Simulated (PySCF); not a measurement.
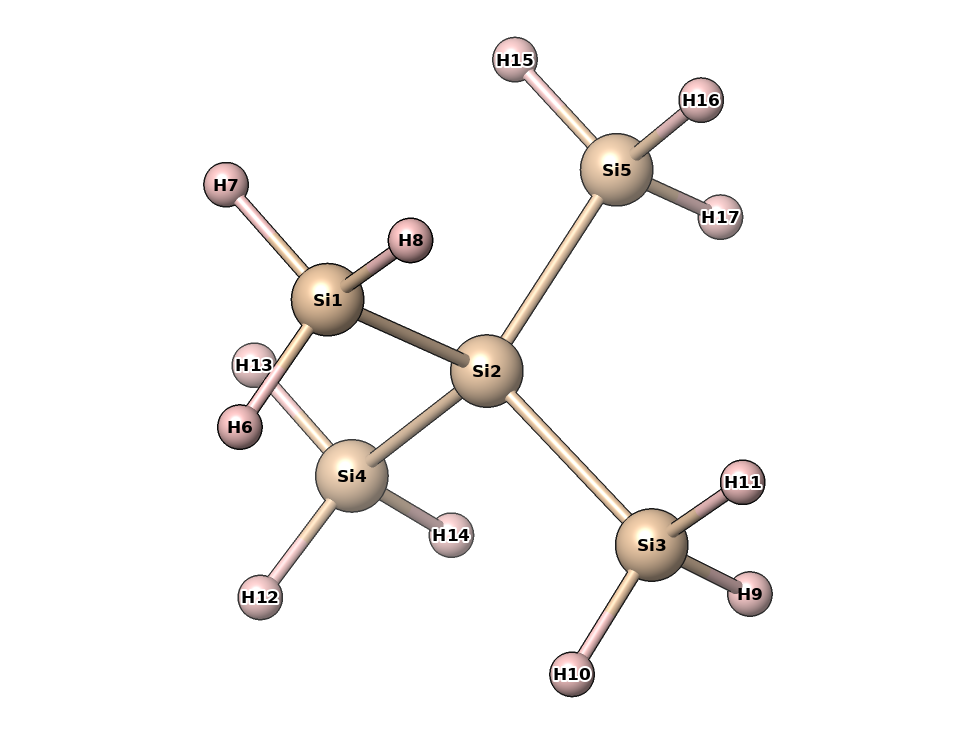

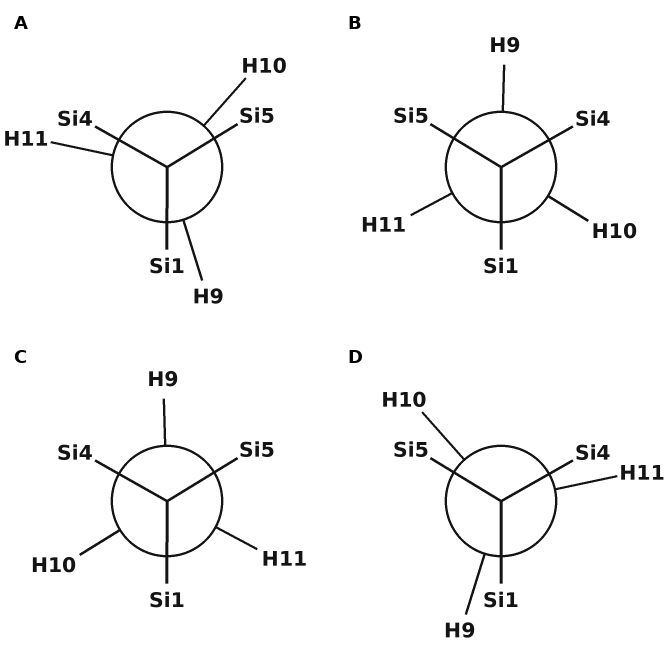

Depth is shown by fading: the farther an atom, the more it takes the colour of the background. Bonds that would overlap in a projection are set slightly apart. Computed geometry: PBE0-D3(BJ)/def2-TZVP optimisation. No frequency run is at hand to confirm it as a minimum.

Which Newman projection shows the view along Si2–Si3, with Si2 in front?

C. The torsion angle Si1–Si2–Si3–H9 is 178°, antiperiplanar (anti).
